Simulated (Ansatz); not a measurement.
**O₃Si₃ (charge −1, doublet): density, localisation and related maps**

The calculation's input:

```
crystal:
  periodic: [false, false, false]
  atoms:
    - {symbol: Si, position_ang: [-0.936476, 0.448632, 0.457056]}
    - {symbol: Si, position_ang: [1.915966, -0.254517, -0.015880]}
    - {symbol: Si, position_ang: [-0.752698, -0.953402, -1.453701]}
    - {symbol: O, position_ang: [0.736266, 0.545651, 0.885529]}
    - {symbol: O, position_ang: [-1.973439, 1.217841, 1.340922]}
    - {symbol: O, position_ang: [1.010381, -1.004205, -1.213925]}
basis:
  gaussian: {orbitals: def2-TZVPD, initial_orbitals: start.molden}
total_charge: -1
magnetization: {spin_polarized: true, initial_magnetization: 1}
hamiltonian: {xc: pbe0, dispersion: d4}
scf: {omitted_lower_state_checks: [starts]}
output: {orbitals: {seedname: orbitals}}
```

Launched as:

```sh
ansatz run in.yaml --threads 4 --pin off --events-out ev --progress --plain --max-ram 4787MiB
```

Geometry: r2SCAN-D4/def2-SVPD.

The calculation used UKS PBE0-D4/def2-TZVPD in Ansatz 0.2.0.

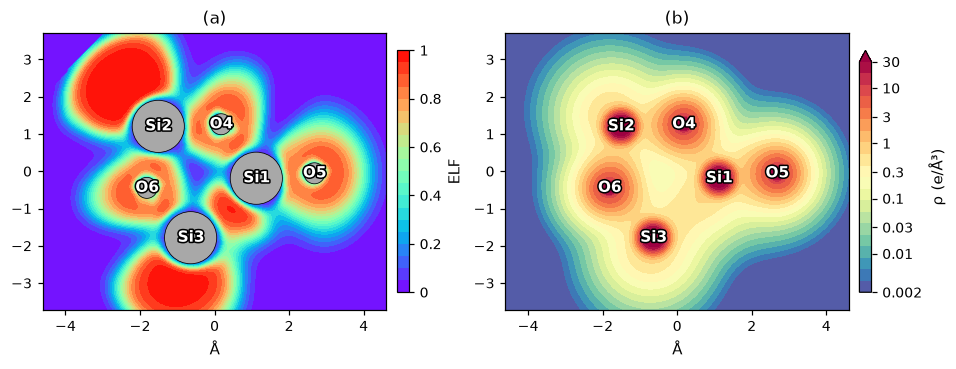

Figure 1. (a) electron localisation function; (b) total electron density on the molecular plane. Grey discs cover the atomic cores in the ELF map.

Q: Interpret the plot.

A: Atoms in the plane: Si and O. Si–O (1.56 Å): the density is about 1.4 e/Å³ at the midpoint; the ELF peaks at about 0.80 between the atoms (a polar covalent bond). Si–Si (2.38 Å): ρ is about 0.56 e/Å³ halfway; the ELF peaks at about 0.95 between the atoms (a covalent bond). Si–O (1.68 Å): the density is about 1.1 e/Å³ at the midpoint; the ELF peaks at about 0.85 between the atoms, as expected for a shared but strongly polarised pair. Si–O (1.73 Å): ρ is about 0.97 e/Å³ halfway; the ELF peaks at about 0.85 between the atoms: a polar covalent bond. Si–O (1.78 Å): the density is about 0.85 e/Å³ at the midpoint; the ELF peaks at about 0.85 between the atoms, as expected for a polar covalent bond. The ELF also peaks beside Si3, O6, O5, O4 and Si2, away from the bonds: non-bonding electrons, paired or unpaired.

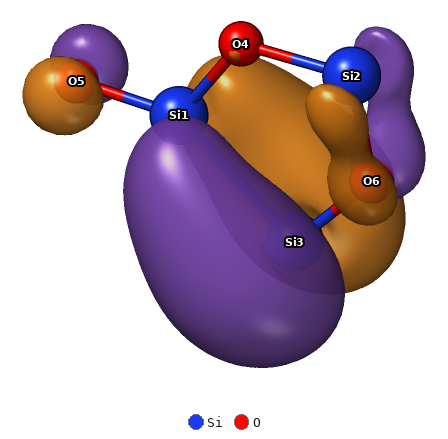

Figure 2. The HOMO (α) at ±0.1 Å⁻³ᐟ² (orange and purple are the two phases), seen at a tilt.

Q: What is the character of this orbital?

A: It lies mainly on Si3 (about 60 %), Si1 (about 20 %) and Si2 (about 5 %); it changes sign across the molecular plane (π type); π-bonding across Si1–Si3. Its energy is −0.92 eV.

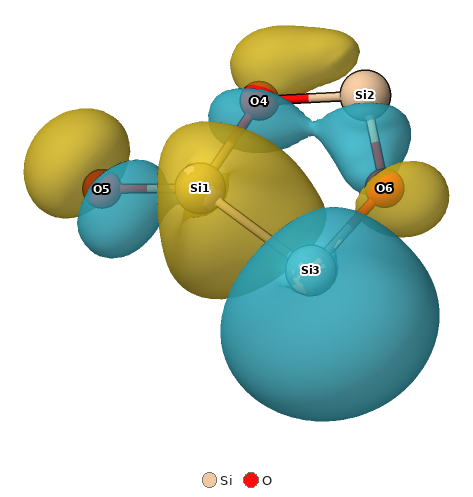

Figure 3. The HOMO (β) at ±0.06 Å⁻³ᐟ² (yellow and cyan are the two phases), seen at a tilt.

Q: Where does this orbital lie, and at what energy?

A: Its weight (Hirshfeld) is mainly on Si3 (about 55 %), Si1 (about 20 %) and O5 (about 10 %); it is symmetric in the molecular plane (an in-plane orbital: σ, lone-pair or in-plane π type). Its energy is −2.02 eV.
